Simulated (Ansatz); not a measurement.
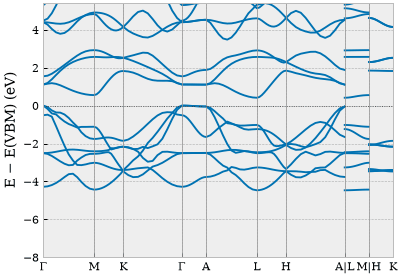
Figure: Band structure from DFT-PBE in the program Ansatz with PAW potentials

Task: Read off the gap and where the band edges lie.

Result: About 0.4 eV (0.42 eV by a search for the band edges); maximum at Γ, minimum at L.

The material is ZrSe2 (CdI2 type, P-3m1).

The PBE relaxation kept the symmetry of its start. The run is not spin-polarised. A crystal of weakly bound layers computed without a dispersion correction: the cell and the soft elastic constants depend strongly on that. Scalar-relativistic: spin–orbit coupling is off unless named, which matters more the heavier the elements.

Potentials: the later of the program's two PAW sets.
